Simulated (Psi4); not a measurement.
# wB97M-V/aug-cc-pVDZ run of SiH2Cl2 (SiCl2H2)

Aim: the energy change on altering one bond length of SiH2Cl2 (SiCl2H2) at wB97M-V/aug-cc-pVDZ, from 2 runs. 

Program for the calculation: Psi4 1.11.

2 further runs of the same task are left out: 2 set aside as unsound or not needed.

## Step 1: The molecule

The species is SiH2Cl2 (5 atoms), meant as a singlet with charge 0. SMILES: `[H][Si]([H])(Cl)Cl`. Geometry: relaxed at GFN2-xTB.

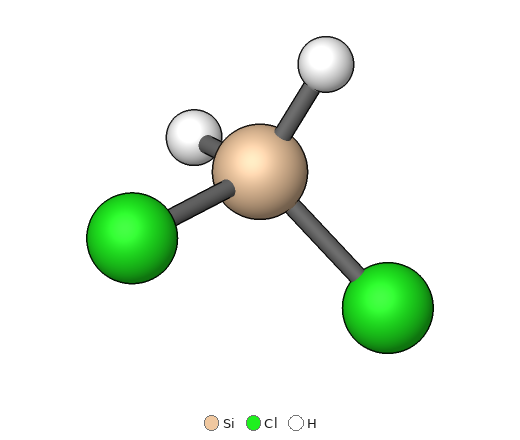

Viewed from a chosen angle; silicon light orange, chlorine green, hydrogen white.

## Step 2: A single-point energy at wB97M-V/aug-cc-pVDZ

job.dat reads:

```
memory 1.6 GB

molecule m {
  Si    -0.114410     0.000100    -0.080100
  Cl    -0.106910    -0.020950     1.929170
  Cl     1.776060     0.014740    -0.761640
  H     -0.781060     1.211900    -0.531030
  H     -0.773670    -1.205780    -0.556400
  units angstrom
  symmetry c1
  no_reorient
  no_com
}

set {
  basis aug-cc-pVDZ
  puream true
  e_convergence 1e-09
  d_convergence 1e-08
  scf_type pk
  dft_radial_points 99
  dft_spherical_points 590
}

result = energy("wb97m-v")
```

Started as:

```
psi4 job.dat job.out -n 1
```

job.out:

```text
[...]
  Running in c1 symmetry.
[...]
  Nuclear repulsion =  195.016513993426116
[...]
  Multiplicity = 1
[...]
  Nalpha       = 25
  Nbeta        = 25
[...]
    Number of basis functions: 99
[...]
   @RKS iter   1: -1211.10522780999872   -1.02775e-01   1.88112e-03 DIIS/ADIIS
[...]
   @RKS iter  10: -1211.12604872894008   -8.18545e-12   3.77161e-09 DIIS
[...]
    Orbital Energies [Eh]
    ---------------------
    Doubly Occupied:
       1A   -101.892823     2A   -101.892823     3A    -66.506931
       4A     -9.660895     5A     -9.660888     6A     -7.363041
       7A     -7.363035     8A     -7.357471     9A     -7.357464
      10A     -7.357210    11A     -7.357204    12A     -5.527306
      13A     -3.843345    14A     -3.841312    15A     -3.838732
      16A     -0.988486    17A     -0.959265    18A     -0.671976
      19A     -0.522164    20A     -0.522083    21A     -0.521873
      22A     -0.447324    23A     -0.446044    24A     -0.431410
      25A     -0.416113
[...]
  @RKS Final Energy: -1211.12604872894008
   => Energetics <=
    Nuclear Repulsion Energy =            195.0165139934261163
    One-Electron Energy =               -2061.2025454369077124
    Two-Electron Energy =                 714.9930418159246983
    DFT Exchange-Correlation Energy =     -60.1395579673592522
    Empirical Dispersion Energy =           0.0000000000000000
    VV10 Nonlocal Energy =                  0.2064988659758470
    Total Energy =                      -1211.1260487289403045
[...]
 Multipole Moments:
 ------------------------------------------------------------------------------------
     Multipole            Electronic (a.u.)      Nuclear  (a.u.)        Total (a.u.)
 ------------------------------------------------------------------------------------
 L = 1.  Multiply by 2.5417464519 to convert [e a0] to [Debye]
 Dipole X            :        -48.0416462           47.6571543           -0.3844919
 Dipole Y            :          0.1860725           -0.1852876            0.0007849
 Dipole Z            :        -33.6020183           33.3332193           -0.2687990
 Magnitude           :                                                    0.4691349
[...]
```

Run time: 57 s. Hardware: 1 thread of Intel Xeon 6975P-C (Granite Rapids), shared host; peak memory 0.96 GiB.

## Step 3: The distorted shape

cl2h2si.xyz reads:

```xyz
5
Cl2H2Si
Si    -0.116660     0.006415    -0.682868
Cl    -0.106910    -0.020950     1.929170
Cl     1.773810     0.021055    -1.364408
H     -0.783310     1.218215    -1.133798
H     -0.775920    -1.199465    -1.159168
```

run_ase.py reads:

```python
import numpy as np
from ase.calculators.psi4 import Psi4
from ase.io import read

atoms = read('cl2h2si.xyz')
calc = Psi4(atoms=atoms, method='wb97m-v', basis='aug-cc-pVDZ', memory='1600MB', num_threads=1, charge=0, multiplicity=1, label='psi4-calc')
calc.psi4.set_options({'puream': True, 'e_convergence': 1e-09, 'd_convergence': 1e-08, 'scf_type': 'pk', 'dft_radial_points': 99, 'dft_spherical_points': 590})
atoms.calc = calc

print(f'energy: {atoms.get_potential_energy():.6f} eV')
```

Started as:

```
python run_ase.py
```

psi4-calc.dat:

```text
[...]
  Running in c1 symmetry.
[...]
  Nuclear repulsion =  173.293743332235294
[...]
  Multiplicity = 1
[...]
  Nalpha       = 25
  Nbeta        = 25
[...]
    Number of basis functions: 99
[...]
   @RKS iter   1: -1211.03889402252389   -4.40274e-01   2.48332e-03 DIIS/ADIIS
[...]
   @RKS iter  11: -1211.08057900334711   -1.34150e-11   7.98144e-09 DIIS
[...]
    Orbital Energies [Eh]
    ---------------------
    Doubly Occupied:
       1A   -101.921208     2A   -101.862451     3A    -66.550578
       4A     -9.688536     5A     -9.623271     6A     -7.390924
       7A     -7.385287     8A     -7.384544     9A     -7.326733
      10A     -7.319966    11A     -7.319885    12A     -5.565894
      13A     -3.882120    14A     -3.880107    15A     -3.877267
      16A     -0.999256    17A     -0.891524    18A     -0.691619
      19A     -0.533053    20A     -0.532600    21A     -0.492071
      22A     -0.451394    23A     -0.424804    24A     -0.395060
      25A     -0.394504
[...]
  @RKS Final Energy: -1211.08057900334711
   => Energetics <=
    Nuclear Repulsion Energy =            173.2937433322352945
    One-Electron Energy =               -2017.6518422528306473
    Two-Electron Energy =                 693.1069989504217119
    DFT Exchange-Correlation Energy =     -60.0372123613700381
    Empirical Dispersion Energy =           0.0000000000000000
    VV10 Nonlocal Energy =                  0.2077333281964092
    Total Energy =                      -1211.0805790033471112
[...]
 Multipole Moments:
 ------------------------------------------------------------------------------------
     Multipole            Electronic (a.u.)      Nuclear  (a.u.)        Total (a.u.)
 ------------------------------------------------------------------------------------
 L = 1.  Multiply by 2.5417464519 to convert [e a0] to [Debye]
 Dipole X            :          2.7550804           -3.0254464           -0.2703660
 Dipole Y            :         -0.0039595            0.0174881            0.0135286
 Dipole Z            :          1.2463378           -2.6803764           -1.4340386
 Magnitude           :                                                    1.4593654
[...]
```

Standard output:

```text
energy: -32955.181142 eV
```

Wall time 60 s (1 thread of Intel Xeon 6975P-C (Granite Rapids), shared host); peak memory 0.99 GiB.

## Step 4: What came out

Level: wB97M-V/aug-cc-pVDZ.

```
                                                           quantity           value
                                          first shape: total energy  -1211.12605 Eh
                                         first shape: dipole moment          1.19 D
                                           first shape: HOMO energy       -11.32 eV
                                           first shape: LUMO energy         0.61 eV
                                         first shape: HOMO–LUMO gap        11.94 eV
                                      distorted shape: total energy  -1211.08058 Eh
                                     distorted shape: dipole moment          3.71 D
                                       distorted shape: HOMO energy       -10.73 eV
                                       distorted shape: LUMO energy        -0.85 eV
                                     distorted shape: HOMO–LUMO gap         9.89 eV
energy change with the Si1–Cl2 bond stretched from 2.009 to 2.612 Å        1.237 eV
```

What this shows: With the Si1–Cl2 bond stretched from 2.009 to 2.612 Å the energy rises by 1.24 eV (119 kJ/mol). The first shape isn't relaxed at this level, so the change isn't measured from a minimum.
